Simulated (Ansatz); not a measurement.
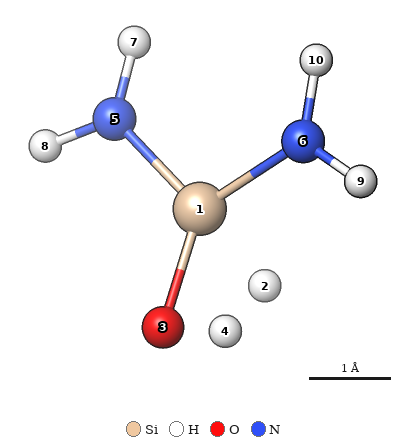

Fig. 1: The input geometry (ball-and-stick view, seen at a tilt; atoms are numbered from 1 in the order of the input).

# Phonon calculation, with input and output: SiN2H6O

System: SiN2H6O.
Method: UKS PBE-D4/def2-SVP (Ansatz 0.2.0).

It belongs to a series of runs on one base structure; here: vibrations at the highest image of the band. Figures and captions count atoms from 1; the log counts them from 0 in places.

Input file:
```yaml
crystal:
  periodic: [false, false, false]
  atoms:
    - { symbol: Si, position_ang: [-0.154278, 0.264633, -0.25312] }
    - { symbol: H, position_ang: [0.60748, -0.938008, -1.491133] }
    - { symbol: O, position_ang: [-0.561682, 1.028, -1.594892] }
    - { symbol: H, position_ang: [0.16305, -0.163604, -1.902055] }
    - { symbol: "N", position_ang: [1.129006, 0.775581, 0.744417] }
    - { symbol: "N", position_ang: [-1.23834, -0.681808, 0.654584] }
    - { symbol: H, position_ang: [1.418152, 0.324051, 1.612788] }
    - { symbol: H, position_ang: [1.839616, 1.404392, 0.36787] }
    - { symbol: H, position_ang: [-2.097172, -1.041771, 0.238063] }
    - { symbol: H, position_ang: [-1.105833, -0.971467, 1.623479] }
magnetization:
  spin_polarized: true
basis:
  gaussian: { orbitals: def2-SVP }
hamiltonian:
  xc: pbe
  dispersion: d4
phonons: {}
```

Hardware: 2 threads of Intel Xeon (Sapphire Rapids), 16 GiB of memory available, shared host.

Launched with:
```bash
ansatz run input.yaml --threads 2 --pin off --max-ram 3072MiB --backend cpu --events-out ev --progress --plain --runs-dir out
```

Log:
```
Engine: ansatz 0.2.0, x86_64-unknown-linux-gnu
Functional definition: PBE
  parameter kappa = 0.804
  parameter beta = 0.06672455060314922
  exchange = pbe_x(kappa = kappa, mu = beta*pi^2/3)
  correlation = pbe_c(beta = beta)
1031 factors; their error is unknown
mean field evaluation 1: about -12968.0204 eV, gradient 7.0e1 eV
mean field evaluation 2: about -12884.2907 eV, gradient 1.4e2 eV
mean field evaluation 4: about -12986.1584 eV, gradient 1.0e1 eV
mean field evaluation 8: about -12986.6124 eV, gradient 2.3e-1 eV
mean field evaluation 16: about -12986.5520 eV, gradient 2.2e-4 eV
mean field -12986.55201265 eV, -477.2469838639 hartree, gradient 4.7e-5 eV, S^2 0.000000; 0 other end points of the search recorded, 0 dependent functions left out
the calculation of the forces begins
reference -12986.55204692 eV, -477.2469851230 hartree; 21, 21 occupied and 69, 69 virtual orbitals, 1031 factors
these checks for a lower state are left out or cut short: stability, starts, cluster_reference, orbital_swaps, neighbouring_geometries, increment
1031 factors; their error is unknown
mean field -12986.55206979 eV, -477.2469859636 hartree, gradient 1.5e-6 eV, S^2 0.000000; 0 other end points of the search recorded, 0 dependent functions left out
[... from here on the field's lines of each further geometry are left out, up to the last ...]
the calculation of the forces begins
reference -12986.55192498 eV, -477.2469806420 hartree; 21, 21 occupied and 69, 69 virtual orbitals, 1031 factors
these checks for a lower state are left out or cut short: stability, starts, cluster_reference, orbital_swaps, neighbouring_geometries, increment
1031 factors; their error is unknown
mean field -12986.55188443 eV, -477.2469791517 hartree, gradient 1.2e-6 eV, S^2 0.000000; 0 other end points of the search recorded, 0 dependent functions left out
the calculation of the forces begins
reference -12986.55191868 eV, -477.2469804103 hartree; 21, 21 occupied and 69, 69 virtual orbitals, 1031 factors
WARN: phonons: modes at or below zero, which the zero-point energy, F, S and C_V leave out: 1, the lowest at -1162.09 cm⁻¹. A minimum has none, and a first-order saddle one
Total energy: -12986.74116269 eV, -477.2539349994 hartree
Atom 0 at    -0.154278     0.264633    -0.253120 Å, force     0.012240    -0.015253     0.010916 eV/Å
Atom 1 at     0.607480    -0.938008    -1.491133 Å, force    -0.002131     0.000608     0.004482 eV/Å
Atom 2 at    -0.561682     1.028000    -1.594892 Å, force    -0.010710     0.013447    -0.015578 eV/Å
Atom 3 at     0.163050    -0.163604    -1.902055 Å, force     0.001861    -0.001056     0.006103 eV/Å
Atom 4 at     1.129006     0.775581     0.744417 Å, force    -0.001173    -0.006035    -0.011314 eV/Å
Atom 5 at    -1.238340    -0.681808     0.654584 Å, force     0.003092     0.014894     0.010712 eV/Å
Atom 6 at     1.418152     0.324051     1.612788 Å, force    -0.003932     0.008228     0.001712 eV/Å
Atom 7 at     1.839616     1.404392     0.367870 Å, force     0.001072    -0.002079     0.002912 eV/Å
Atom 8 at    -2.097172    -1.041771     0.238063 Å, force     0.000049     0.000246    -0.004753 eV/Å
Atom 9 at    -1.105833    -0.971467     1.623479 Å, force    -0.000369    -0.012999    -0.005191 eV/Å
Dipole moment:     0.215892    -0.405476     0.798681 e Å
Vibrations: -1162.09 156.43 227.64 259.38 274.07 302.58 384.05 398.30 445.27 675.31 697.25 770.14 808.50 942.59 1123.93 1138.42 1467.31 1484.94 1732.67 2002.09 3515.76 3524.21 3621.37 3630.71 cm⁻¹, zero-point energy 1.833908 eV
```

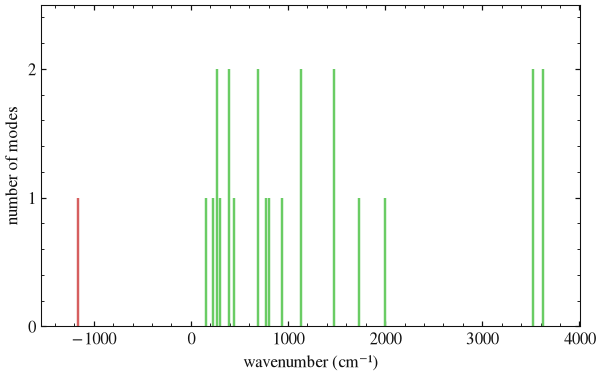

Fig. 2: Harmonic vibrational wavenumbers from the force constants; neighbouring modes closer than 22 cm⁻¹ are counted in one stick, and imaginary ones are drawn at negative wavenumbers. 24 modes from 1162i to 3631 cm⁻¹, 1 imaginary beyond 8i (1162i cm⁻¹): a first-order saddle point, if the geometry is stationary.

Summary:

| quantity | value |
| --- | --- |
| outcome | converged |
| total energy | −12986.7412 eV |
| mean-field energy | −12986.5520 eV |
| largest force (length of the vector) | 0.023 eV/Å |
| wall time | 49 s (CPU time 94 s) |
| peak memory | 0.16 GiB |
